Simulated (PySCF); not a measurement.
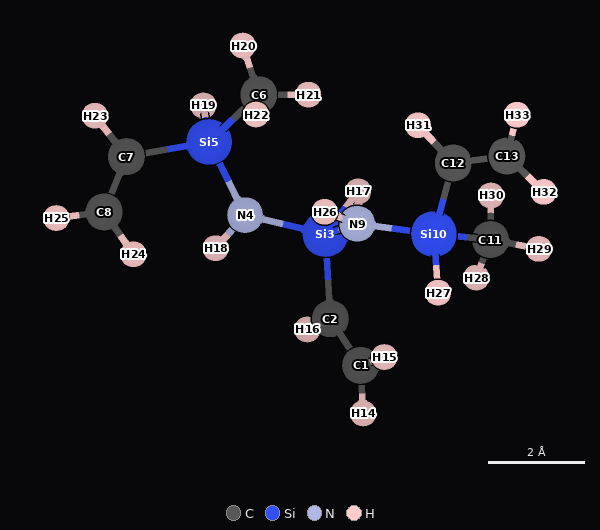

Figure 1. The input geometry (ball-and-stick view, seen at a tilt; atoms are numbered from 1 in the order of the input).

**NMR shielding calculation, with input and output: C8H20N2Si3**

- system: C8H20N2Si3, SMILES C=C[Si@@H](N[Si@H](C)C=C)N[Si@@H](C)C=C
- method: GIAO WP04/6-31G* NMR shielding, non-relativistic, gas phase (PySCF 2.14.0)

The geometry comes from this level: GFN2-xTB. Figures and captions count atoms from 1; the log counts them from 0 in places.

**The input**
```
{"job": {"xc": "WP04", "basis": "6-31G*", "kind": "nmr", "pop": false}, "charge": 0, "multiplicity": 1}
C     -1.587920    -0.218663    -3.182881
C     -0.974952    -1.188589    -2.526196
Si    -0.365073    -1.067928    -0.748206
N      1.329766    -1.444163    -0.768818
Si     2.411325    -1.721622     0.554680
C      1.964615    -0.558219     1.984874
C      4.173782    -1.406789    -0.045517
C      4.507259    -0.827212    -1.187398
N     -0.515218     0.522525    -0.084754
Si    -1.905696     1.509383     0.221613
C     -3.452022     0.417073     0.134467
C     -1.698482     2.267507     1.940400
C     -2.542688     3.128811     2.484707
H     -1.939457    -0.325321    -4.199186
H     -1.763681     0.738396    -2.719120
H     -0.824203    -2.134975    -3.032961
H     -1.101715    -2.017592     0.100936
H      1.670516    -1.778730    -1.654478
H      2.324737    -3.122474     1.020146
H      2.494465    -0.833264     2.891714
H      0.900509    -0.606493     2.189533
H      2.216115     0.474206     1.759408
H      4.970611    -1.731157     0.613309
H      3.757061    -0.479887    -1.879895
H      5.532690    -0.668466    -1.488584
H      0.369441     0.962035     0.110617
H     -1.999705     2.596238    -0.776734
H     -3.512882    -0.091283    -0.822244
H     -4.355387     1.005607     0.260843
H     -3.440166    -0.342120     0.910229
H     -0.833480     1.967291     2.520977
H     -3.420449     3.465799     1.956980
H     -2.406655     3.541898     3.473455
```

The first line tells a small driver script what to run in PySCF; the rest is the geometry in Å.

Run on 1 CPU thread, shared host.

Command:
```bash
OMP_NUM_THREADS=1 python <driver script> task.json out
```

**Output**
```
coarse grid: 28088 points
cycle   1  E = -1315.0353406452  dE =  1.073e+00  |g| = 1.320e+00  |ddm| = 5.311e+00
cycle   2  E = -1314.6684374414  dE =  3.669e-01  |g| = 1.769e+00  |ddm| = 2.878e+00
cycle   3  E = -1315.4504344182  dE = -7.820e-01  |g| = 2.452e-01  |ddm| = 1.953e+00
cycle   4  E = -1315.4651203243  dE = -1.469e-02  |g| = 5.847e-02  |ddm| = 2.888e-01
cycle   5  E = -1315.4658834592  dE = -7.631e-04  |g| = 2.541e-02  |ddm| = 7.463e-02
cycle   6  E = -1315.4660405680  dE = -1.571e-04  |g| = 9.501e-03  |ddm| = 2.831e-02
cycle   7  E = -1315.4660656881  dE = -2.512e-05  |g| = 1.311e-03  |ddm| = 1.001e-02
cycle   8  E = -1315.4660661105  dE = -4.224e-07  |g| = 4.017e-04  |ddm| = 1.560e-03
final grid: 254872 points
cycle   9  E = -1315.2818199234  dE = -6.829e-05  |g| = 1.402e-02  |ddm| = 4.436e-02
cycle  10  E = -1315.2817908607  dE =  2.906e-05  |g| = 1.791e-02  |ddm| = 2.988e-02
cycle  11  E = -1315.2818714534  dE = -8.059e-05  |g| = 1.898e-03  |ddm| = 1.678e-02
cycle  12  E = -1315.2818723030  dE = -8.496e-07  |g| = 3.585e-04  |ddm| = 1.977e-03
cycle  13  E = -1315.2818723344  dE = -3.137e-08  |g| = 9.041e-05  |ddm| = 4.750e-04
cycle  14  E = -1315.2818723361  dE = -1.635e-09  |g| = 5.309e-05  |ddm| = 1.299e-04
cycle  15  E = -1315.2818723367  dE = -6.912e-10  |g| = 1.685e-05  |ddm| = 5.467e-05
```

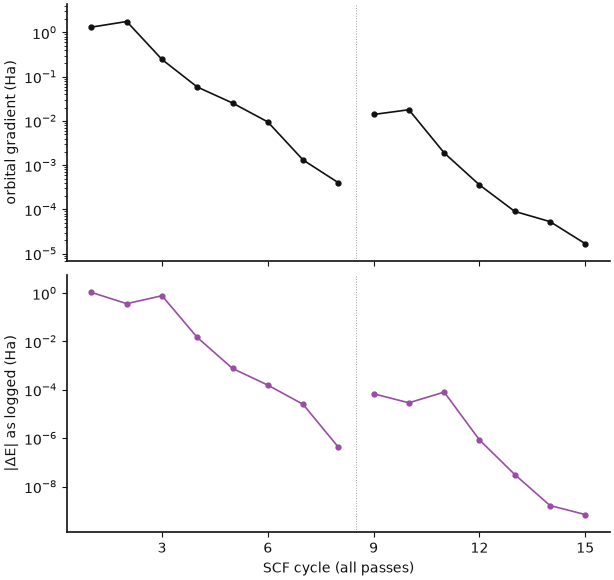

Figure 2. Convergence of the self-consistent field: orbital gradient and size of the energy change against the SCF cycle. The dotted line marks the change from a coarse to the final integration grid. The first 8 cycles use a coarse grid, the final grid takes over at cycle 9, and the field converges after 15 cycles in all.

```
converged SCF energy = -1315.2818723367

GIAO shielding tensors (ppm)
atom      isotropic    diamagn.    paramagn.     s11        s22        s33       span
  0 C       62.766     260.559    -197.793    -46.479     64.757    170.021    216.500
  1 C       60.874     260.198    -199.324    -40.377     53.730    169.268    209.645
  2 Si     428.109     888.398    -460.289    400.522    430.857    452.947     52.426
  3 N      241.733     329.173     -87.440    214.207    248.557    262.434     48.227
  4 Si     420.579     884.348    -463.770    396.297    415.919    449.521     53.225
  5 C      184.826     257.983     -73.157    179.730    186.111    188.637      8.907
  6 C       60.448     254.160    -193.712    -40.823     50.821    171.347    212.170
  7 C       65.466     258.936    -193.470    -43.411     69.191    170.618    214.029
  8 N      234.752     336.712    -101.960    202.120    240.775    261.361     59.241
  9 Si     421.140     885.875    -464.735    396.183    413.236    454.000     57.817
 10 C      186.493     254.560     -68.067    181.036    188.256    190.187      9.151
 11 C       57.742     262.682    -204.939    -44.930     56.902    161.255    206.185
 12 C       64.402     255.275    -190.873    -46.934     71.585    168.556    215.490
 13 H       26.748      28.746      -1.998     24.500     26.209     29.536      5.036
 14 H       26.839      38.166     -11.327     23.652     26.127     30.739      7.087
 15 H       26.930      29.722      -2.791     25.146     26.212     29.433      4.287
 16 H       27.723      37.487      -9.764     24.249     27.079     31.842      7.594
 17 H       32.934      35.450      -2.516     24.183     31.650     42.968     18.784
 18 H       27.839      31.146      -3.307     24.187     25.797     33.531      9.344
 19 H       32.497      31.532       0.965     28.102     29.584     39.804     11.702
 20 H       31.984      38.719      -6.735     27.145     31.666     37.140      9.995
 21 H       32.592      37.781      -5.188     29.682     31.203     36.892      7.210
 22 H       26.796      24.013       2.783     25.449     26.192     28.746      3.296
 23 H       27.078      38.576     -11.498     24.383     25.300     31.551      7.168
 24 H       26.895      25.983       0.912     24.706     26.157     29.820      5.114
 25 H       32.887      43.643     -10.756     24.993     31.611     42.058     17.065
 26 H       27.705      34.404      -6.699     23.879     26.467     32.769      8.890
 27 H       32.293      33.878      -1.585     27.191     32.006     37.682     10.491
 28 H       32.611      29.952       2.659     28.382     29.787     39.665     11.283
 29 H       32.389      34.265      -1.876     28.790     30.951     37.427      8.636
 30 H       26.683      36.277      -9.594     23.992     25.504     30.554      6.562
 31 H       27.147      30.329      -3.182     23.558     25.853     32.029      8.471
 32 H       26.849      28.934      -2.085     23.826     26.088     30.634      6.807
```

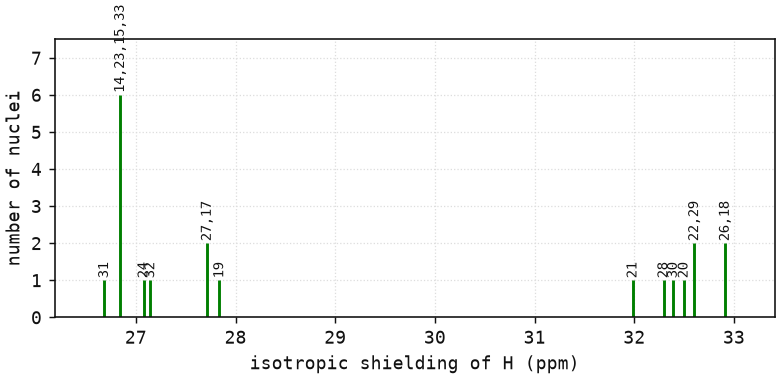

Figure 3. Isotropic shieldings of the hydrogen nuclei in this fixed geometry, labelled by atom number; shielding grows to the right, so chemical shift grows to the left. The least shielded is H31 (26.7 ppm), the most shielded H18 (32.9 ppm).

**Key numbers**

```csv
quantity,value
outcome,converged
total energy,−1315.281872 hartree
HOMO,−7.92 eV
LUMO,−1.96 eV
dipole moment,0.62 D
"isotropic shielding, C",57.7 to 186.5 ppm
"isotropic shielding, Si",420.6 to 428.1 ppm
"isotropic shielding, N",234.8 to 241.7 ppm
"isotropic shielding, H",26.7 to 32.9 ppm
wall time,86 s
peak memory,1.6 GiB
```
